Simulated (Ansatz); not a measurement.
# CH3BFNO (SMILES NC1(F)BO1), step by step

We compute the energy (singlet CH3BFNO, PBEsol-D4/3-21G), then a single-point energy (doublet CHBFO, UPBEsol-D4/3-21G), then a single-point energy (doublet CHBFO, UPBEsol-D4/3-21G) of CH3BFNO and its partners. 

The calculation is run with Ansatz 0.2.0.

## 1. Starting point

CH3BFNO: 8 atoms, total charge 0, spin state singlet. SMILES: `NC1(F)BO1`. The coordinates come from a PBE0-D4/def2-TZVP relaxation. This is one conformer, not always the lowest.

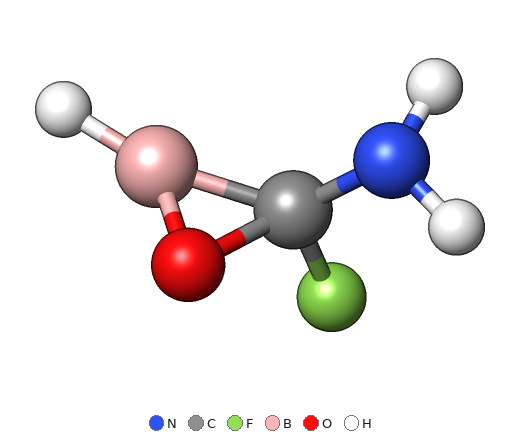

Viewed from a chosen angle; nitrogen blue, carbon grey, fluorine green, boron pink, oxygen red, hydrogen white.

## 2. A single-point energy at PBEsol-D4/3-21G (run 1)

The input, job.yaml:

```yaml
crystal:
  periodic: [false, false, false]
  atoms:
    - {symbol: "N", position_ang: [-0.431000, 1.148400, 0.184600]}
    - {symbol: C, position_ang: [0.054100, -0.061200, -0.289600]}
    - {symbol: F, position_ang: [0.122100, -0.132700, -1.658300]}
    - {symbol: B, position_ang: [0.337600, -1.307200, 0.515100]}
    - {symbol: O, position_ang: [1.346900, -0.473000, 0.255300]}
    - {symbol: H, position_ang: [-1.439500, 1.170100, 0.211400]}
    - {symbol: H, position_ang: [-0.075300, 1.941600, -0.336200]}
    - {symbol: H, position_ang: [0.177200, -2.343100, 1.061900]}
basis:
  gaussian:
    orbitals: 3-21G.json
hamiltonian:
  xc: pbesol
  dispersion: d4
```

The basis set 3-21G is read from a file made from the Basis Set Exchange's data (not shown).

The run is started by

```bash
$ ansatz run job.yaml --threads 1 --pin off --max-ram 2610MiB --events-out events.jsonl --progress --plain --runs-dir runs
```

Log:

```text
Warning: RAYON_NUM_THREADS=1 ignored (pool sized by the plan → 1); use --threads N
Functional definition: PBEsol
  name "PBEsol"
  exchange = pbesol_x
  correlation = pbesol_c
610 factors; integrals over basis functions are off by at most 1.0e-3 eV
mean field evaluation 1: about -7930.0546 eV, gradient 4.9e1 eV
mean field evaluation 2: about -7919.7833 eV, gradient 8.7e1 eV
mean field evaluation 4: about -7934.2738 eV, gradient 5.8e0 eV
mean field evaluation 8: about -7934.3139 eV, gradient 7.0e-1 eV
mean field evaluation 16: about -7934.3148 eV, gradient 7.7e-5 eV
mean field -7934.31484209 eV, -291.5806923750 hartree, gradient 7.7e-5 eV, S^2 0.000000; 0 other end points of the search recorded, 0 dependent functions left out
reference -7934.31486285 eV, -291.5806931379 hartree; 19, 19 occupied and 32, 32 virtual orbitals, 610 factors
Total energy: -7934.35323838 eV, -291.5821034127 hartree
```

Run time: 0.5 s. Hardware: 1 thread of AMD EPYC 9R45 (Zen 5), shared host.

## 3. CHBFO: a single-point energy at UPBEsol-D4/3-21G (run 2)

The input, in.yaml:

```yaml
crystal:
  periodic: [false, false, false]
  atoms:
    - {symbol: C, position_ang: [0.054100, -0.061200, -0.289600]}
    - {symbol: F, position_ang: [0.122100, -0.132700, -1.658300]}
    - {symbol: B, position_ang: [0.337600, -1.307200, 0.515100]}
    - {symbol: O, position_ang: [1.346900, -0.473000, 0.255300]}
    - {symbol: H, position_ang: [0.177200, -2.343100, 1.061900]}
basis:
  gaussian:
    orbitals: 3-21G.json
magnetization:
  spin_polarized: true
  initial_magnetization: 1
hamiltonian:
  xc: pbesol
  dispersion: d4
```

The basis set 3-21G is read from a file made from the Basis Set Exchange's data (not shown).

The run is started by

```bash
$ ansatz run in.yaml --threads 1 --pin off --max-ram 2610MiB --events-out events.jsonl --progress --plain --runs-dir runs
```

Log:

```text
Warning: RAYON_NUM_THREADS=1 ignored (pool sized by the plan → 1); use --threads N
[... 4 set-up lines as earlier in the session ...]
443 factors; integrals over basis functions are off by at most 5.1e-4 eV
mean field evaluation 1: about -6423.7254 eV, gradient 2.0e1 eV
mean field evaluation 2: about -6414.8020 eV, gradient 5.3e1 eV
mean field evaluation 4: about -6425.2567 eV, gradient 2.6e0 eV
mean field evaluation 8: about -6425.2701 eV, gradient 1.0e-1 eV
mean field evaluation 16: about -6425.2701 eV, gradient 2.7e-5 eV
mean field -6425.27012290 eV, -236.1243218122 hartree, gradient 2.7e-5 eV, S^2 0.751801; 0 other end points of the search recorded, 0 dependent functions left out
reference -6425.27013947 eV, -236.1243224209 hartree; 15, 14 occupied and 23, 24 virtual orbitals, 443 factors
Total energy: -6425.28853762 eV, -236.1249985407 hartree
```

It took 0.46 s on 1 thread of AMD EPYC 9R45 (Zen 5), shared host.

## 4. CHBFO among ghost functions: a single-point energy at UPBEsol-D4/3-21G (with ghost functions) (run 3)

in.yaml: that of step 3 with these lines changed.

```diff
@@ -11,2 +11,3 @@
     orbitals: 3-21G.json
+    ghost_atoms: [{symbol: N, position_ang: [-0.431000, 1.148400, 0.184600]}, {symbol: H, position_ang: [-1.439500, 1.170100, 0.211400]}, {symbol: H, position_ang: [-0.075300, 1.941600, -0.336200]}]
 magnetization:
```

The basis set 3-21G is read from a file made from the Basis Set Exchange's data (not shown).

The run is started by

```bash
$ ansatz run in.yaml --threads 1 --pin off --max-ram 2610MiB --events-out events.jsonl --progress --plain --runs-dir runs
```

Log:

```text
Warning: RAYON_NUM_THREADS=1 ignored (pool sized by the plan → 1); use --threads N
[... 4 set-up lines as earlier in the session ...]
642 factors; their error is unknown
mean field evaluation 1: about -6424.0082 eV, gradient 2.0e1 eV
mean field evaluation 2: about -6414.9115 eV, gradient 5.3e1 eV
mean field evaluation 4: about -6425.5581 eV, gradient 2.8e0 eV
mean field evaluation 8: about -6425.5915 eV, gradient 2.8e-1 eV
mean field evaluation 16: about -6425.5608 eV, gradient 6.8e-5 eV
mean field -6425.56083242 eV, -236.1350051899 hartree, gradient 6.8e-5 eV, S^2 0.751973; 0 other end points of the search recorded, 0 dependent functions left out
reference -6425.56085180 eV, -236.1350059022 hartree; 15, 14 occupied and 36, 37 virtual orbitals, 642 factors
Total energy: -6425.57924996 eV, -236.1356820219 hartree
```

Run time: 0.76 s. Hardware: 1 thread of AMD EPYC 9R45 (Zen 5), shared host; peak memory 0.13 GiB.

## 5. Outcome

| quantity | value |
| --- | --- |
| run 1, PBEsol-D4/3-21G: total energy | -291.58210 Eh |
| run 1, PBEsol-D4/3-21G: dispersion energy | -3.70 kJ/mol |
| CHBFO: total energy | -236.12500 Eh |
| CHBFO: dispersion energy | -1.78 kJ/mol |
| CHBFO: ⟨S²⟩ | 0.752 |
| CHBFO among ghost functions: total energy | -236.13568 Eh |
| CHBFO among ghost functions: dispersion energy | -1.78 kJ/mol |
| CHBFO among ghost functions: ⟨S²⟩ | 0.752 |
